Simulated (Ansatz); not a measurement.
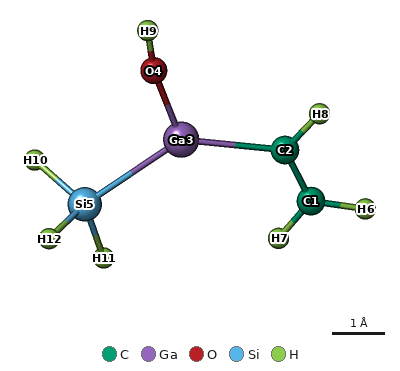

C$_{2}$H$_{7}$GaOSi, before the relaxation. The picture is a ball-and-stick view, seen at a tilt.

The start comes from GFN2-xTB.

Computed with RKS PBE0-D4/def2-TZVP in Ansatz 0.2.0.

Input
```yaml
crystal:
  periodic: [false, false, false]
  atoms:
    - {symbol: C, position_ang: [-2.334460, -0.549620, -0.558330]}
    - {symbol: C, position_ang: [-1.740970, -0.216550, 0.581600]}
    - {symbol: Ga, position_ang: [0.275730, 0.164830, 0.629530]}
    - {symbol: O, position_ang: [0.929010, 0.563720, 2.172860]}
    - {symbol: Si, position_ang: [2.014480, 0.198130, -1.035850]}
    - {symbol: H, position_ang: [-3.394590, -0.761490, -0.638670]}
    - {symbol: H, position_ang: [-1.776060, -0.627520, -1.484500]}
    - {symbol: H, position_ang: [-2.343040, -0.150280, 1.490030]}
    - {symbol: H, position_ang: [1.119610, 0.759270, 3.084100]}
    - {symbol: H, position_ang: [3.170710, -0.615950, -0.618870]}
    - {symbol: H, position_ang: [1.575300, -0.331610, -2.339210]}
    - {symbol: H, position_ang: [2.504280, 1.567070, -1.282680]}
basis:
  gaussian: {orbitals: def2-TZVP}
hamiltonian: {xc: pbe0, dispersion: d4}
relax: {f_tol: 0.005, max_steps: 150}
```

Command:
```bash
ansatz run in.yaml --threads 4 --pin off --events-out ev --progress --plain --max-ram 10444MiB
```

**Where does the relaxation end?**

The energy falls by 10.8 kcal/mol in 25 accepted moves (26 points after the start). The largest force component goes from 1.6 to 0.0016 eV/Å. The line search rejected the trial step at point 8 of the run. The forces were under the threshold at step 15, but the run went on from there. The atom that moves furthest after the best rigid fit is H9 (0.69 Å). By element the largest moves are H 0.69 Å, O 0.22 Å, C 0.21 Å, Ga 0.13 Å, Si 0.11 Å. Among the contacts that change: C2–Ga3 2.053 → 1.953 Å, Ga3–O4 1.723 → 1.796 Å, Si5–H10 1.474 → 1.488 Å, O4–H9 0.951 → 0.959 Å. Among the angles between lasting bonds that change: Ga3–O4–H9 169.0° → 114.4°, C2–Ga3–Si5 134.1° → 127.0°, O4–Ga3–Si5 110.0° → 114.2°. The run took 66 s on 4 threads of INTEL XEON PLATINUM 8581C @ 2.30GHz (shared host).

Final geometry:

```xyz
12

C    -2.1247   -0.5382   -0.5257
C    -1.5566   -0.1896    0.6281
Ga    0.3523    0.2161    0.7159
O     1.0648    0.6802    2.2974
Si    1.9271    0.1700   -1.0986
H    -3.1843   -0.7707   -0.6105
H    -1.5550   -0.6093   -1.4497
H    -2.1906   -0.1397    1.5126
H     0.4384    0.6995    3.0239
H     3.0161   -0.8058   -0.8221
H     1.2729   -0.2247   -2.3772
H     2.5397    1.5122   -1.2941
```

After the run, drawn alike:

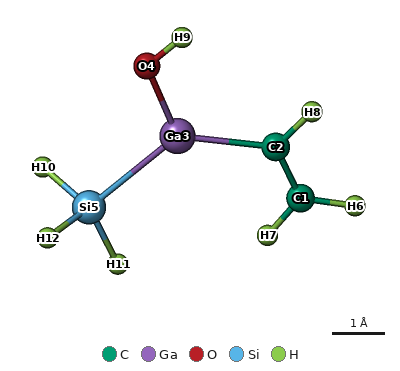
